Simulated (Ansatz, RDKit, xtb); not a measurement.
**C4H4F3N: ranking a sample of isomers**

Which of a sample of isomers of C4H4F3N is the most stable in the gas at 298.15 K, and what are its properties? The sample is small against all isomers, and the most stable one of this formula need not be in it.

The funnel: GFN2-xTB relaxations, single points with a density functional, relaxations at B3LYP-D3(BJ)/def2-SVP, harmonic vibrations (at GFN2-xTB), and a last energy at a higher level. All values are calculated.

## Step 1: Drawing up candidates

Isomers were taken from a list of plausible structures; this is a sample, not all of them. That gives 3 candidates.

```
label                SMILES     spin
 c158         NC#CCC(F)(F)F  singlet
 c457  C#C[C@@H](N)C(F)(F)F  singlet
 c549         NCC#CC(F)(F)F  singlet
```

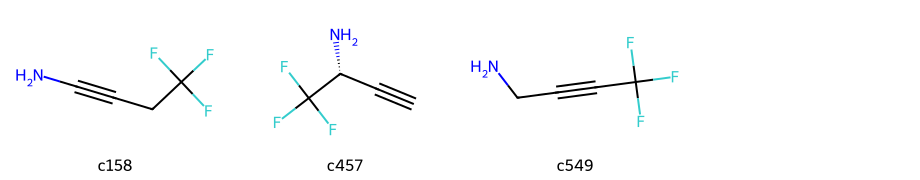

Structural formulas of the candidates.

Candidates are built by distance geometry, with a force field where one applies, in up to four conformers (letters a to d).

**Question.** With final energies at CCSD(T)/def2-SVP + MP2/def2-TZVPP - MP2/def2-SVP, which structure will this search put lowest in free energy, and by what margin?

| quantity | value |
| --- | --- |
| lowest structure found | NC#CCC(F)(F)F, singlet |
| next finalist | C#C[C@@H](N)C(F)(F)F, singlet, 3.8 kcal/mol higher in G |
| share at equilibrium, among the finalists | 99.8 % |

`NC#CCC(F)(F)F` comes out lowest. Among the finalists first place is clear (3.8 kcal/mol); structures outside the list aren't covered. GFN2-xTB, HF/STO-3G, r2SCAN-D4/def2-SVP, B3LYP-D3(BJ)/def2-SVP, HF/def2-SVP and MP2/def2-SVP already put its bonding pattern lowest among the structures in one piece. Lowest found is not proven lowest: the search is finite, and each finalist counts with one conformer. Only 3 drawn patterns were tried, so whole families of isomers are missing, and the result ranks this sample alone.
